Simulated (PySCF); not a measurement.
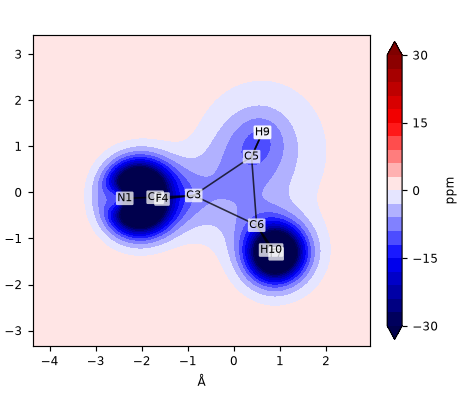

*C4H3F2N, SMILES `N#C[C@@]1(F)C[CH]1F`. NICSzz (the component normal to the ring) 1.7 Å above the plane of the 3-membered ring C3/C5/C6; GIAO shieldings; atoms are projected onto the map; negative values mean shielding.*

Level of theory: PBE/6-31+G* (PySCF), at a geometry from GFN2-xTB. No frequency check shows the geometry to be a minimum.

Input script:

```python
import numpy as np
from pyscf import gto, scf, dft
from pyscf.prop import nmr
from pyscf.data import nist

def solve(mol, dm0=None, hcore=None):
    mf = (dft.UKS if mol.spin else dft.RKS)(mol, xc='pbe')
    mf.grids.level = 3
    mf.conv_tol, mf.max_cycle = 1e-8, 80
    if hcore is not None:
        mf.get_hcore = lambda *args: hcore
    mf.kernel(dm0)
    if not mf.converged:
        mf = mf.newton().run(mf.mo_coeff, mf.mo_occ, max_cycle=30)
    assert mf.converged, 'SCF not converged'
    return mf

mol = gto.M(atom='''
N     -2.20751     1.09500    -0.11713
C     -1.31026     0.38989    -0.06148
C     -0.18283    -0.48583    -0.00580
F     -0.45860    -1.70470     0.54855
C      0.85279    -0.45947    -1.10771
C      1.20910     0.04613     0.25052
F      1.37063     1.37699     0.42681
H      1.26182    -1.40689    -1.42254
H      0.70777     0.26582    -1.89435
H      1.86194    -0.51875     0.90537
''', basis='6-31+g*', charge=0, spin=0, verbose=4)
mf = solve(mol)
vxc = nmr.rks.get_vxc_giao  # smaller grid blocks
nmr.rks.get_vxc_giao = lambda *a, **k: vxc(*a, **{**k, 'max_memory': 300})
calc = nmr.RKS(mf)
calc.cphf = True
nuclei = calc.kernel()
mo1 = calc.mo10
# ring centres and points 1 angstrom above and below them
points = np.array([
    [0.6264, -0.2997, -0.2877],
    [0.3243, 0.6169, -0.5496],
    [0.9284, -1.2163, -0.0257],
]) / nist.BOHR
mol.atom_coord = lambda i, unit='Bohr': points[i]
idx = range(len(points))
sigma = (calc.dia(shielding_nuc=idx) + calc.para(mo10=mo1, shielding_nuc=idx)[0]) * nist.ALPHA**2 * 1e6
for p, t in zip(points, sigma):
    print('NICS at %8.4f %8.4f %8.4f  %8.2f ppm' % (*(p * nist.BOHR), -t.trace() / 3))
occ = mf.mo_coeff[:, mf.mo_occ > 0]
dm1 = np.array([mf.mo_coeff @ (2 * x) @ occ.T for x in mo1])
np.savez('result.npz', sigma=sigma, nuclei=nuclei, dm0=mf.make_rdm1(), dm1=dm1, e=mf.e_tot, eps=mf.mo_energy, occ=mf.mo_occ)
```

Launched as:

```sh
OMP_NUM_THREADS=1 python input.py
```

The run took 69 s on 1 thread of AMD EPYC (Zen 3), with other jobs on the host, peak memory 0.78 GiB.

The script gives the values at the ring points; maps and scans were evaluated afterwards from its response orbitals, outside that time.

Q: Is the ring aromatic by this magnetic criterion?

A: It is shielded above its centre; its σ bonds alone give such values, so they don't measure π aromaticity: NICS(0) = −34.2, NICS(1) = −7.4 and −7.8, NICS(1)zz = −15.6 and −17.1 (two faces) ppm.

Q: What absolute proton shieldings does the same calculation give?

A: From 27.0 ppm (H10) to 30.5 ppm (H8).
